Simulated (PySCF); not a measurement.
# C2H4Ge: geometry relaxation

C2H4Ge, SMILES C#[C][GeH3], computed with PBE0-D3(BJ)/def2-SVP geometry optimisation, gas phase (PySCF 2.14.0).

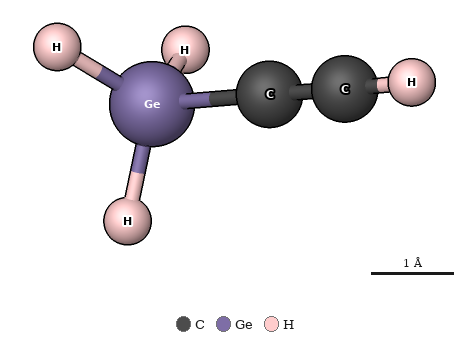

Fig. 1: The structure as given in the input (ball-and-stick view, seen at a tilt). Sticks mark near contacts. Bond lengths as drawn: C–C 1.23 Å, C–Ge 1.91 Å, C–H 1.06 Å and Ge–H 1.49 Å.

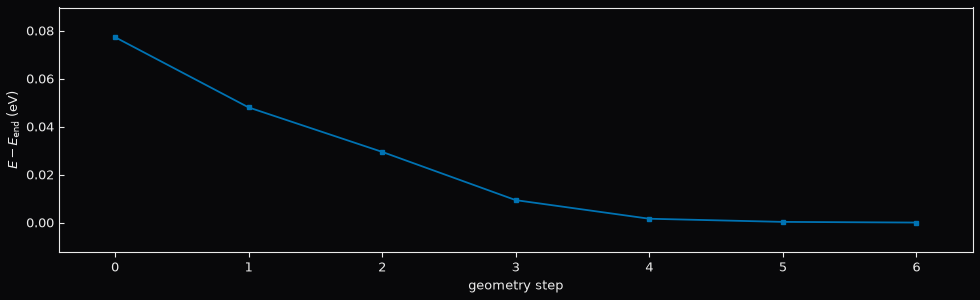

Fig. 2: Progress of the relaxation, step by step (steps are counted from 0).

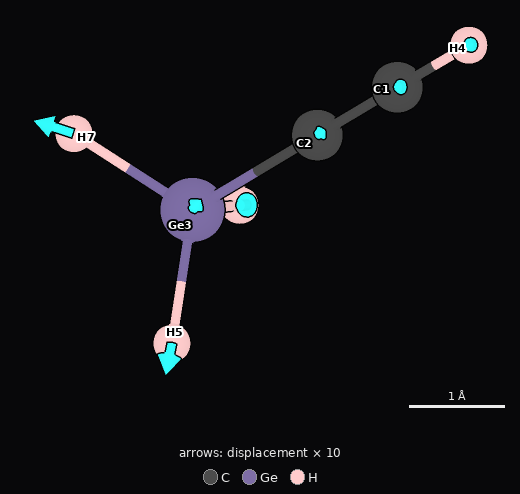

Fig. 3: The starting structure with the displacements as teal arrows, magnified 10 times (ball-and-stick view, seen at a tilt). The two geometries are laid on each other by the best rigid fit. Over 6 geometry steps the energy falls by 0.077 eV. The largest force component goes from 2.1 to 0.022 eV/Å. The largest move after the best rigid fit is that of H7, 0.047 Å. Largest moves by element: H 0.047 Å, Ge 0.019 Å, C 0.016 Å. Among the contacts that change: Ge3–H5 1.488 → 1.536 Å, C1–C2 1.232 → 1.216 Å, C1–H4 1.063 → 1.076 Å, C2–Ge3 1.905 → 1.901 Å. Among the angles that change: C2–C1–H4 177.6° → 179.6°. (Atoms are counted from 1 in the order of the input.)

The input and output of the run follow.

The input
```
{"job": {"xc": "PBE0", "basis": "def2-SVP", "d3": "d3bj", "grid": 1, "maxiter": 30, "shake": 0.01, "kind": "geom"}, "charge": 0, "multiplicity": 1}
C      2.000780    -0.275780    -0.001760
C      0.781240    -0.103960    -0.006910
Ge    -1.108490     0.136880    -0.011270
H      3.058220    -0.381440    -0.010820
H     -1.703870    -0.856620    -0.945550
H     -1.402790     1.531010    -0.454540
H     -1.591140    -0.079180     1.380920
```

The first line tells a small driver script what to run in PySCF; the rest is the geometry in Å.

Command:
```bash
OMP_NUM_THREADS=1 python <driver script> task.json out
```

What the program printed
```
step   0  E = -2154.85597835  max force = 0.040868
step   1  E = -2154.85705477  max force = 0.014864
step   2  E = -2154.85773631  max force = 0.007371
step   3  E = -2154.85847566  max force = 0.008522
step   4  E = -2154.85876082  max force = 0.004224
step   5  E = -2154.85880917  max force = 0.000770
step   6  E = -2154.85881940  max force = 0.000429
optimisation converged
```

Trajectory as extended XYZ (Å, eV, eV/Å), 7 frames, from step=0 to step=6
```
7
Properties=species:S:1:pos:R:3:forces:R:3 step=0 energy=-58636.61785
C     2.0008   -0.2758   -0.0018   -2.1015   0.3909  -0.0376
C     0.7812   -0.1040   -0.0069    1.5585  -0.2653  -0.0085
Ge   -1.1085    0.1369   -0.0113    0.9191  -0.0411   0.0344
H     3.0582   -0.3814   -0.0108    0.5390  -0.1168   0.0173
H    -1.7039   -0.8566   -0.9456   -0.3888  -0.5954  -0.5651
H    -1.4028    1.5310   -0.4545   -0.1841   0.7645  -0.2594
H    -1.5911   -0.0792    1.3809   -0.3422  -0.1368   0.8190
7
Properties=species:S:1:pos:R:3:forces:R:3 step=1 energy=-58636.64713
C     1.9977   -0.0493   -0.0800    0.7644  -0.4071   0.0990
C     0.7989   -0.1993    0.0190   -0.6546   0.3796  -0.0942
Ge   -1.0948    0.0148    0.0338   -0.0131  -0.0245   0.0088
H     3.0768   -0.0567   -0.1222   -0.1540   0.1418  -0.0412
H    -1.7318   -0.9980   -0.9384    0.0375   0.0598   0.0940
H    -1.3922    1.4571   -0.4301   -0.0018  -0.1355   0.0414
H    -1.6194   -0.1971    1.4675    0.0216  -0.0141  -0.1079
7
Properties=species:S:1:pos:R:3:forces:R:3 step=2 energy=-58636.66568
C     2.0070   -0.0638   -0.0757   -0.1535  -0.3642   0.1234
C     0.7968   -0.1763    0.0124    0.1471   0.3790  -0.1260
Ge   -1.0954    0.0242    0.0315    0.0184  -0.0795   0.0266
H     3.0820   -0.0678   -0.1201    0.0053   0.0910  -0.0306
H    -1.7223   -0.9959   -0.9288   -0.0041  -0.0117   0.0003
H    -1.4193    1.4533   -0.4281   -0.0091  -0.0035   0.0009
H    -1.6137   -0.2021    1.4585   -0.0041  -0.0111   0.0055
7
Properties=species:S:1:pos:R:3:forces:R:3 step=3 energy=-58636.68580
C     2.0150   -0.0911   -0.0672   -0.4382  -0.1241   0.0577
C     0.7976   -0.1191   -0.0047    0.3724   0.1942  -0.0754
Ge   -1.0949    0.0404    0.0273    0.0152  -0.1272   0.0401
H     3.0872   -0.0960   -0.1133    0.1040   0.0062  -0.0059
H    -1.6995   -1.0004   -0.9188   -0.0250  -0.0482  -0.0687
H    -1.4744    1.4513   -0.4254   -0.0145   0.0947  -0.0281
H    -1.5960   -0.2135    1.4519   -0.0139   0.0044   0.0803
7
Properties=species:S:1:pos:R:3:forces:R:3 step=4 energy=-58636.69356
C     2.0161   -0.1060   -0.0623   -0.2172   0.0337  -0.0034
C     0.8000   -0.0683   -0.0204    0.1904   0.0318  -0.0167
Ge   -1.0953    0.0481    0.0249   -0.0138  -0.0782   0.0235
H     3.0895   -0.1245   -0.1048    0.0531  -0.0354   0.0105
H    -1.6809   -1.0086   -0.9200   -0.0049  -0.0137  -0.0386
H    -1.5160    1.4516   -0.4234   -0.0081   0.0495  -0.0135
H    -1.5782   -0.2207    1.4557    0.0006   0.0124   0.0381
7
Properties=species:S:1:pos:R:3:forces:R:3 step=5 energy=-58636.69488
C     2.0152   -0.1053   -0.0626   -0.0309   0.0396  -0.0125
C     0.8009   -0.0495   -0.0267    0.0304  -0.0076   0.0012
Ge   -1.0964    0.0483    0.0246   -0.0089  -0.0226   0.0068
H     3.0896   -0.1394   -0.0997    0.0057  -0.0259   0.0091
H    -1.6738   -1.0119   -0.9240    0.0032   0.0020  -0.0095
H    -1.5304    1.4511   -0.4219   -0.0036   0.0084  -0.0012
H    -1.5700   -0.2217    1.4600    0.0041   0.0061   0.0061
7
Properties=species:S:1:pos:R:3:forces:R:3 step=6 energy=-58636.69515
C     2.0149   -0.1018   -0.0639    0.0221   0.0156  -0.0061
C     0.8010   -0.0432   -0.0290   -0.0182  -0.0076   0.0027
Ge   -1.0970    0.0478    0.0246   -0.0013   0.0029  -0.0006
H     3.0892   -0.1472   -0.0967   -0.0060  -0.0092   0.0036
H    -1.6707   -1.0128   -0.9263    0.0027   0.0036   0.0018
H    -1.5362    1.4504   -0.4209   -0.0013  -0.0054   0.0026
H    -1.5660   -0.2217    1.4619    0.0021   0.0001  -0.0038
```

Key numbers

| quantity | value |
| --- | --- |
| outcome | converged |
| total energy | −2154.858819 hartree |
| dipole moment | 0.01 D |
| point group | C3v |
| hardware | 1 CPU thread, shared host |
| wall time | 25 s |
| peak memory | 0.34 GiB |
